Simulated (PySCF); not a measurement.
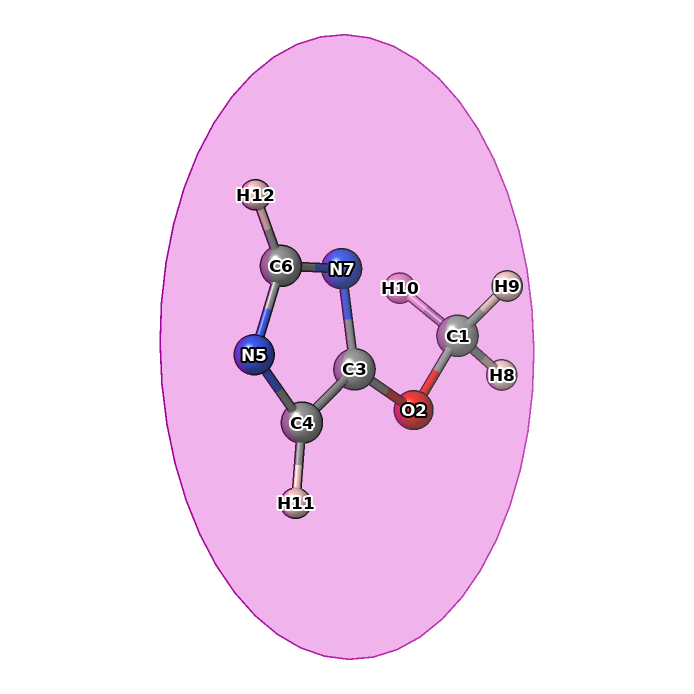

A disc through the centre of mass is drawn in. Atoms fade into the background with distance from the viewer. State: charge −1, singlet. Computed geometry: GFN2-xTB optimisation. No frequency run is at hand to confirm it as a minimum.

Is the plane of the disc a mirror plane of the structure?

Answer. Yes. The reflection leaves C1, O2, C3, C4, N5, C6, N7, H8, H11, H12 in place and moves H9 ↔ H10. The point group is Cs.
